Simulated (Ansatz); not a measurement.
**BSiH₂ (sextet): one geometry, many settings**

Aim: run BSiH₂ (sextet) at one geometry under a spread of methods and options, and see what each costs and gives.

Program: Ansatz 0.2.0, Gaussian basis. Level of theory: the settings change from run to run. These are calculated values, not measurements.

23 further runs of the same task are left out: 12 that didn't finish, 11 set aside as unsound or not needed.

## 1. The system

The geometry is a PBE0/def2-TZVP stationary point (not a proven minimum) of the parent state, kept for this charge and spin.

4 atoms, charge 0, spin multiplicity 6.

Atoms are counted from 1 here; the program's logs count them from 0.

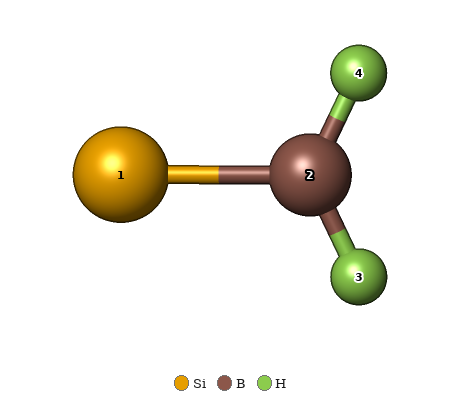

The geometry (silicon amber, boron brown, hydrogen green); atoms are numbered from 1 in the order of the file.

## 2. HF/def2-SVP

in.yaml reads:

```yaml
crystal:
  periodic: [false, false, false]
  atoms:
    - {symbol: Si, position_ang: [0.000000, 0.000000, 0.649966]}
    - {symbol: B, position_ang: [0.000000, 0.000000, -1.342837]}
    - {symbol: H, position_ang: [0.000000, -1.075954, -1.853888]}
    - {symbol: H, position_ang: [0.000000, 1.075954, -1.853888]}
basis:
  gaussian: {orbitals: def2-SVP}
magnetization: {spin_polarized: false, initial_magnetization: 5}
hamiltonian: {xc: hf}
output: {orbitals: {seedname: orbitals}}
```

Started as:

```
$ ansatz run in.yaml --threads 1 --pin off --events-out ev --progress --plain --max-ram 2393MiB
```

Output:

```text
Functional definition: HF
  name "HF"
  cite "Fock, Z. Phys. 61, 126 (1930) doi:10.1007/BF01340294"
  parent pbe
  exchange = exact_x
  correlation = 0
414 factors; integrals over basis functions are off by at most 1.4e-3 eV
mean field evaluation 1: about -8551.4084 eV, gradient 1.1e1 eV
mean field evaluation 2: about -8551.4277 eV, gradient 1.1e1 eV
mean field evaluation 4: about -8552.6181 eV, gradient 1.6e0 eV
mean field evaluation 8: about -8552.7048 eV, gradient 4.9e-1 eV
mean field evaluation 16: about -8552.7168 eV, gradient 3.3e-3 eV
mean field evaluation 32: about -8553.6270 eV, gradient 3.5e-2 eV
mean field evaluation 64: about -8553.4142 eV, gradient 3.4e0 eV
mean field -8553.62699957 eV, -314.3399943776 hartree, gradient 6.6e-6 eV, S^2 8.750000; 2 other end points of the search recorded, 0 dependent functions left out
reference -8553.62699957 eV, -314.3399943776 hartree; 13, 8 occupied and 29, 34 virtual orbitals, 414 factors
Total energy: -8553.62699957 eV, -314.3399943776 hartree
```

Run time: 0.63 s. Hardware: 1 thread of Intel Xeon Platinum 8375C at 2.90GHz, shared host.

## 3. NEVPT4(SD)(5,6)/STO-3G

Changes to in.yaml since step 2:

```diff
@@ -8,5 +8,4 @@
 basis:
-  gaussian: {orbitals: def2-SVP}
+  gaussian: {orbitals: STO-3G}
 magnetization: {spin_polarized: false, initial_magnetization: 5}
-hamiltonian: {xc: hf}
-output: {orbitals: {seedname: orbitals}}
+correlation: {method: fic_nevpt4_sd, electrons: valence, active_space: {window: {electrons: 5, orbitals: 6}}}
```

The command is unchanged.

Output, cut to the lines that bear on the results:

```text
Functional definition: HF
  name "HF"
  cite "Fock, Z. Phys. 61, 126 (1930) doi:10.1007/BF01340294"
  parent pbe
[...]
184 factors; integrals over basis functions are off by at most 3.1e-5 eV
[...]
mean field -8455.67527660 eV, -310.7403349525 hartree, gradient 5.1e-7 eV, S^2 8.750000; 3 other end points of the search recorded, 0 dependent functions left out
reference -8455.67527660 eV, -310.7403349525 hartree; 13, 8 occupied and 3, 8 virtual orbitals, 184 factors
state -8455.67527660 eV, -310.7403349525 hartree
state -8455.67527660 eV, -310.7403349525 hartree; corrected -8456.87300017 eV, -310.7843504817 hartree
WARN: 1 active orbitals are nearly empty or full. The corrections depend on them more than the energy does, and are more stable in an active space without them
Total energy: -8456.87300017 eV, -310.7843504817 hartree
```

It took 0.76 s on 1 thread of Intel Xeon Platinum 8375C at 2.90GHz, shared host.

From the report: 3 determinants; active occupations 1.00, 1.00, 1.00, 1.00, 1.00, 0.00. The report marks this result as in doubt.

## 4. MRCISD+Q(relaxed)(7,6)/STO-3G

Changes to in.yaml since step 3:

```diff
@@ -10,2 +10,2 @@
 magnetization: {spin_polarized: false, initial_magnetization: 5}
-correlation: {method: fic_nevpt4_sd, electrons: valence, active_space: {window: {electrons: 5, orbitals: 6}}}
+correlation: {method: fic_mrcisd_q_relaxed, electrons: valence, active_space: {window: {electrons: 7, orbitals: 6}}}
```

Same command.

Output, cut to the lines that bear on the results:

```text
Functional definition: HF
  name "HF"
  cite "Fock, Z. Phys. 61, 126 (1930) doi:10.1007/BF01340294"
  parent pbe
[...]
184 factors; integrals over basis functions are off by at most 3.1e-5 eV
[...]
mean field -8455.67527660 eV, -310.7403349525 hartree, gradient 5.1e-7 eV, S^2 8.750000; 3 other end points of the search recorded, 0 dependent functions left out
reference -8455.67527660 eV, -310.7403349525 hartree; 13, 8 occupied and 3, 8 virtual orbitals, 184 factors
state -8455.67527660 eV, -310.7403349525 hartree
contracted CI cycle   1: correlation 0.00000000 eV, 0.0000000000 hartree, residual 6.97e0 eV
contracted CI cycle   2: correlation -1.19850765 eV, -0.0440443437 hartree, residual 1.06e0 eV
contracted CI cycle   3: correlation -1.23378163 eV, -0.0453406385 hartree, residual 2.49e-1 eV
contracted CI cycle   4: correlation -1.23645086 eV, -0.0454387310 hartree, residual 1.18e-1 eV
contracted CI cycle   5: correlation -1.23709772 eV, -0.0454625027 hartree, residual 4.68e-2 eV
contracted CI cycle   6: correlation -1.23717225 eV, -0.0454652418 hartree, residual 1.26e-2 eV
contracted CI cycle   7: correlation -1.23717697 eV, -0.0454654149 hartree, residual 3.28e-3 eV
contracted CI cycle   8: correlation -1.23717728 eV, -0.0454654266 hartree, residual 7.85e-4 eV
state -8455.67527660 eV, -310.7403349525 hartree; corrected -8456.95965455 eV, -310.7875349716 hartree
WARN: 1 active orbitals are nearly empty or full. The corrections depend on them more than the energy does, and are more stable in an active space without them
Total energy: -8456.95965455 eV, -310.7875349716 hartree
```

Wall time 0.76 s (1 thread of Intel Xeon Platinum 8375C at 2.90GHz, shared host).

From the report: 2 determinants; active occupations 2.00, 1.00, 1.00, 1.00, 1.00, 1.00. The report marks this result as in doubt.

## 5. BCCD(T) on ROHF/6-31G

Changes to in.yaml since step 4:

```diff
@@ -8,4 +8,5 @@
 basis:
-  gaussian: {orbitals: STO-3G}
+  gaussian: {orbitals: 6-31G}
 magnetization: {spin_polarized: false, initial_magnetization: 5}
-correlation: {method: fic_mrcisd_q_relaxed, electrons: valence, active_space: {window: {electrons: 7, orbitals: 6}}}
+correlation: {method: bccd_t, electrons: outside_noble_gas}
+scf: {lower_state_search: light}
```

The command is unchanged.

Output, cut to the lines that bear on the results:

```text
Functional definition: HF
  name "HF"
  cite "Fock, Z. Phys. 61, 126 (1930) doi:10.1007/BF01340294"
  parent pbe
[...]
330 factors; integrals over basis functions are off by at most 2.5e-4 eV
[...]
mean field -8555.51181231 eV, -314.4092599681 hartree, gradient 2.9e-6 eV, S^2 8.750000; 11 other end points of the search recorded, 0 dependent functions left out
[...]
determinant -8555.51181231 eV, -314.4092599681 hartree, with singles and doubles -8557.63348056 eV, -314.4872298383 hartree
determinant -8554.72917697 eV, -314.3804986498 hartree, with singles and doubles -8557.19917834 eV, -314.4712695261 hartree
determinant -8550.40744028 eV, -314.2216777559 hartree, with singles and doubles -8553.40611256 eV, -314.3318769298 hartree
determinant -8555.51181231 eV, -314.4092599681 hartree, with singles and doubles -8557.63364348 eV, -314.4872358254 hartree
determinant -8554.72917697 eV, -314.3804986498 hartree, with singles and doubles -8557.19925656 eV, -314.4712724004 hartree
6 core orbitals not correlated: weight in the atoms' cores, before any rotation towards them, 1.000 or more for the frozen orbitals, at most 0.000 for the correlated occupied ones
reference -8555.51181231 eV, -314.4092599681 hartree; 7, 2 occupied and 13, 18 virtual orbitals, 330 factors
second order -1.49923177 eV of doubles, -0.04377025 eV of singles
cycle   1  -2.12557017 eV  change   -3.7e-3 eV  update   6.5e-3
[...]
cycle   8  -2.12264126 eV  change   -1.3e-7 eV  update   5.8e-6
perturbative correction -0.03716415 eV, -0.0013657575 hartree
Total energy: -8557.67161773 eV, -314.4886313533 hartree
```

Wall time 1.9 s (1 thread of Intel Xeon Platinum 8375C at 2.90GHz, shared host).

From the report: correlation -2.1598 eV; largest double amplitude 0.05.

## 6. MP2 on ROHF/6-31G

Changes to in.yaml since step 5:

```diff
@@ -10,3 +10,2 @@
 magnetization: {spin_polarized: false, initial_magnetization: 5}
-correlation: {method: bccd_t, electrons: outside_noble_gas}
-scf: {lower_state_search: light}
+correlation: {method: mp2, electrons: outside_noble_gas}
```

The command is unchanged.

Output, cut to the lines that bear on the results:

```text
Functional definition: HF
  name "HF"
  cite "Fock, Z. Phys. 61, 126 (1930) doi:10.1007/BF01340294"
  parent pbe
[...]
330 factors; integrals over basis functions are off by at most 2.5e-4 eV
[...]
mean field -8555.51181231 eV, -314.4092599681 hartree, gradient 2.9e-6 eV, S^2 8.750000; 10 other end points of the search recorded, 0 dependent functions left out
[...]
6 core orbitals not correlated: weight in the atoms' cores, before any rotation towards them, 1.000 or more for the frozen orbitals, at most 0.000 for the correlated occupied ones
reference -8555.51181231 eV, -314.4092599681 hartree; 7, 2 occupied and 13, 18 virtual orbitals, 330 factors
second order -1.49923177 eV of doubles, -0.04377025 eV of singles
Total energy: -8557.05481433 eV, -314.4659642467 hartree
```

Wall time 1.2 s (1 thread of Intel Xeon Platinum 8375C at 2.90GHz, shared host).

## 7. BCCD/6-31G

Changes to in.yaml since step 6:

```diff
@@ -9,3 +9,4 @@
   gaussian: {orbitals: 6-31G}
-magnetization: {spin_polarized: false, initial_magnetization: 5}
-correlation: {method: mp2, electrons: outside_noble_gas}
+magnetization: {spin_polarized: true, initial_magnetization: 5}
+hamiltonian: {xc: {name: r2SCAN}}
+correlation: {method: bccd, electrons: all}
```

The command is unchanged.

Output, cut to the lines that bear on the results:

```text
Functional definition: r2SCAN
  name "r2SCAN"
  cite "Furness, Kaplan, Ning, Perdew & Sun, J. Phys. Chem. Lett. 11, 8208 (2020) doi:10.1021/acs.jpclett.0c02405"
  cite "Furness, Kaplan, Ning, Perdew & Sun, J. Phys. Chem. Lett. 11, 9248 (2020) doi:10.1021/acs.jpclett.0c03077"
  parent r2scan
[...]
330 factors; integrals over basis functions are off by at most 2.5e-4 eV
[...]
mean field -8573.73909371 eV, -315.0791002049 hartree, gradient 1.0e-6 eV, S^2 8.756535; 6 other end points of the search recorded, 0 dependent functions left out
reference -8555.26706155 eV, -314.4002655436 hartree; 13, 8 occupied and 13, 18 virtual orbitals, 330 factors
second order -1.76740950 eV of doubles, -0.16519539 eV of singles
cycle   1  -2.31915949 eV  change   -3.9e-1 eV  update   5.3e-2
[...]
cycle  10  -2.48586785 eV  change   -8.4e-7 eV  update   9.8e-6
Total energy: -8557.75292940 eV, -314.4916195021 hartree
```

Run time: 4.5 s. Hardware: 1 thread of Intel Xeon Platinum 8375C at 2.90GHz, shared host.

From the report: ⟨S²⟩ of the determinant 8.757 (pure sextet: 8.75); correlation -2.4859 eV; largest double amplitude 0.05.

## 8. FCI/STO-3G

Changes to in.yaml since step 7:

```diff
@@ -8,5 +8,5 @@
 basis:
-  gaussian: {orbitals: 6-31G}
-magnetization: {spin_polarized: true, initial_magnetization: 5}
-hamiltonian: {xc: {name: r2SCAN}}
-correlation: {method: bccd, electrons: all}
+  gaussian: {orbitals: STO-3G}
+magnetization: {spin_polarized: false, initial_magnetization: 5}
+correlation: {method: fci, electrons: outside_noble_gas}
+scf: {lower_state_search: off}
```

The command is unchanged.

Output, cut to the lines that bear on the results:

```text
Functional definition: HF
  name "HF"
  cite "Fock, Z. Phys. 61, 126 (1930) doi:10.1007/BF01340294"
  parent pbe
[...]
257 factors; integrals over basis functions are off by at most 4.5e-8 eV
[...]
mean field -8453.60913093 eV, -310.6644054995 hartree, gradient 3.6e-6 eV, S^2 8.750000; 0 other end points of the search recorded, 0 dependent functions left out
6 core orbitals not correlated: weight in the atoms' cores, before any rotation towards them, 1.000 or more for the frozen orbitals, at most 0.000 for the correlated occupied ones
reference -8453.60913093 eV, -310.6644054995 hartree; 7, 2 occupied and 3, 8 virtual orbitals, 257 factors
state -8456.93862106 eV, -310.7867620050 hartree
Total energy: -8456.93862106 eV, -310.7867620050 hartree
Checks for a lower state left out: stability, starts, cluster_reference, orbital_swaps, neighbouring_geometries, increment
```

Run time: 0.45 s. Hardware: 1 thread of Intel Xeon Platinum 8375C at 2.90GHz, shared host.

From the report: 1,370 determinants, symmetry B2.

## 9. MP2 on UHF/6-31++G**

Changes to in.yaml since step 8:

```diff
@@ -8,5 +8,5 @@
 basis:
-  gaussian: {orbitals: STO-3G}
-magnetization: {spin_polarized: false, initial_magnetization: 5}
-correlation: {method: fci, electrons: outside_noble_gas}
-scf: {lower_state_search: off}
+  gaussian: {orbitals: "6-31++G**"}
+magnetization: {spin_polarized: true, initial_magnetization: 5}
+correlation: {method: mp2, electrons: outside_noble_gas}
+accuracy: high
```

Same command.

Output, cut to the lines that bear on the results:

```text
Functional definition: HF
  name "HF"
  cite "Fock, Z. Phys. 61, 126 (1930) doi:10.1007/BF01340294"
  parent pbe
[...]
1029 factors; integrals over basis functions are off by at most 3.9e-9 eV
[...]
mean field -8556.39165283 eV, -314.4415935109 hartree, gradient 2.3e-8 eV, S^2 8.759616; 6 other end points of the search recorded, 0 dependent functions left out
6 core orbitals not correlated: weight in the atoms' cores, before any rotation towards them, 1.000 or more for the frozen orbitals, at most 0.000 for the correlated occupied ones
reference -8556.39165283 eV, -314.4415935109 hartree; 7, 2 occupied and 41, 46 virtual orbitals, 1029 factors
second order -2.81071524 eV of doubles, -0.00000000 eV of singles
Total energy: -8559.20236807 eV, -314.5448853908 hartree
```

It took 1.9 s on 1 thread of Intel Xeon Platinum 8375C at 2.90GHz, shared host.

From the report: ⟨S²⟩ of the determinant 8.760 (pure sextet: 8.75).

## 10. BCCD(T) on ROHF/6-31G

Changes to in.yaml since step 9:

```diff
@@ -8,5 +8,4 @@
 basis:
-  gaussian: {orbitals: "6-31++G**"}
-magnetization: {spin_polarized: true, initial_magnetization: 5}
-correlation: {method: mp2, electrons: outside_noble_gas}
-accuracy: high
+  gaussian: {orbitals: 6-31G}
+magnetization: {spin_polarized: false, initial_magnetization: 5}
+correlation: {method: bccd_t, electrons: all}
```

The command is unchanged.

Output, cut to the lines that bear on the results:

```text
Functional definition: HF
  name "HF"
  cite "Fock, Z. Phys. 61, 126 (1930) doi:10.1007/BF01340294"
  parent pbe
[...]
330 factors; integrals over basis functions are off by at most 2.5e-4 eV
[...]
mean field -8555.51181231 eV, -314.4092599681 hartree, gradient 2.9e-6 eV, S^2 8.750000; 11 other end points of the search recorded, 0 dependent functions left out
[...]
determinant -8555.51181231 eV, -314.4092599681 hartree, with singles and doubles -8557.75195615 eV, -314.4915837358 hartree
determinant -8554.72917697 eV, -314.3804986498 hartree, with singles and doubles -8557.32361286 eV, -314.4758424105 hartree
determinant -8550.40744028 eV, -314.2216777559 hartree, with singles and doubles -8553.53106891 eV, -314.3364689910 hartree
determinant -8555.51181231 eV, -314.4092599681 hartree, with singles and doubles -8557.75202695 eV, -314.4915863378 hartree
determinant -8554.72917697 eV, -314.3804986498 hartree, with singles and doubles -8557.32357972 eV, -314.4758411926 hartree
reference -8555.51181231 eV, -314.4092599681 hartree; 13, 8 occupied and 13, 18 virtual orbitals, 330 factors
second order -1.62044294 eV of doubles, -0.04438270 eV of singles
cycle   1  -2.24394078 eV  change   -3.7e-3 eV  update   6.5e-3
[...]
cycle   7  -2.24111518 eV  change   -1.2e-5 eV  update   1.6e-5
perturbative correction -0.03997007 eV, -0.0014688730 hartree
Total energy: -8557.79289755 eV, -314.4930883048 hartree
```

Run time: 3 s. Hardware: 1 thread of Intel Xeon Platinum 8375C at 2.90GHz, shared host.

From the report: correlation -2.2811 eV; largest double amplitude 0.05.

## 11. The runs in one table

Where basis and cores are those of an earlier FCI/6-31G run (-8557.6876 eV), and the state is the same kind, the miss against it is given. † marks a result that the program doubts.

```
                          level         correlated  functions  energy (eV)  from FCI (meV)    time
                    HF/def2-SVP                            42   -8553.6270                  0.63 s
       NEVPT4(SD)(5,6)/STO-3G †            valence         16   -8456.8730                  0.76 s
MRCISD+Q(relaxed)(7,6)/STO-3G †            valence         16   -8456.9597                  0.76 s
          BCCD(T) on ROHF/6-31G  outside noble gas         26   -8557.6716            16.0   1.9 s
              MP2 on ROHF/6-31G  outside noble gas         26   -8557.0548           632.8   1.2 s
BCCD/6-31G (on r2SCAN orbitals)                all         26   -8557.7529                   4.5 s
                     FCI/STO-3G  outside noble gas         16   -8456.9386                  0.45 s
           MP2 on UHF/6-31++G**  outside noble gas         54   -8559.2024                   1.9 s
          BCCD(T) on ROHF/6-31G                all         26   -8557.7929                     3 s
```

## 12. What came out

| quantity | value |
| --- | --- |
| runs | 9 |
| quickest | FCI/STO-3G, 0.45 s |
| slowest | BCCD/6-31G (on r2SCAN orbitals), 4.5 s |

What this shows: Total energies in different bases, with other cores or another treatment of relativity can't be set against each other. BCCD/6-31G (on r2SCAN orbitals) took 10 times as long as FCI/STO-3G; the jobs differ in more than the method. Among the correlated runs with a miss given, it spans +16 to +633 meV.
